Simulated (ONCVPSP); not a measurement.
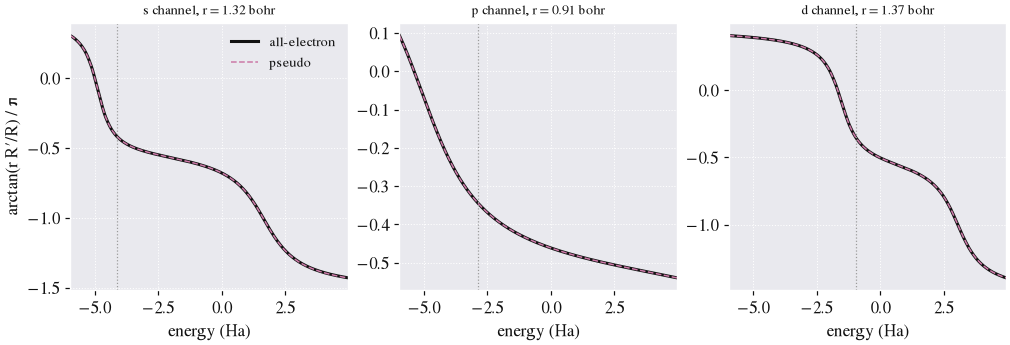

Unwrapped phase arctan(r R′/R) in units of π against energy, all-electron (solid) and pseudo (dashed); the pseudo phase is matched to the all-electron one at the reference energy. Here R(r) is the radial function. The dotted line marks the reference energy of the channel.

- Element: Fe (Z = 26)
- Generator: ONCVPSP 4.0.1
- Type: optimised norm-conserving Vanderbilt (ONCV)
- Functional: BLYP
- Relativity: scalar-relativistic
- Frozen core: [Ne]
- Valence charge: 16
- Reference configuration: 3s2 3p6 3d6 (charge +2)
- Partial waves: 3s: rc 1.30 bohr, ncon 3, nbas 6, qcut 11.3 1/bohr, 2 projectors, debl 3.9 Ha; 3p: rc 0.90 bohr, ncon 5, nbas 8, qcut 9 1/bohr, 2 projectors, debl 3.1 Ha; 3d: rc 1.35 bohr, ncon 5, nbas 10, qcut 13.2 1/bohr, 3 projectors, debl 1.2 Ha
- Local potential: polynomial inside 0.60 bohr (lpopt 5, dvloc0 4 Ha)
- Core correction: Teter function, fcfact 3, rcfact 1.25

In the s channel the program set the typed energies aside and used -4.127, 0.250 Ha.

Question: Over which energies does the pseudo-atom scatter like the all-electron atom (phases within 0.05 rad)?

Answer: s: over the whole range drawn; p: over the whole range drawn; d: over the whole range drawn.

Question: List the energies at which the logarithmic derivative diverges. (There the phase passes a half-integer multiple of π.)

Answer: s: all-electron at -3.4 Ha, pseudo at -3.4 Ha; p: all-electron at 2.1 Ha, pseudo at 2.1 Ha; d: all-electron at -0.0 Ha, pseudo at -0.0 Ha.
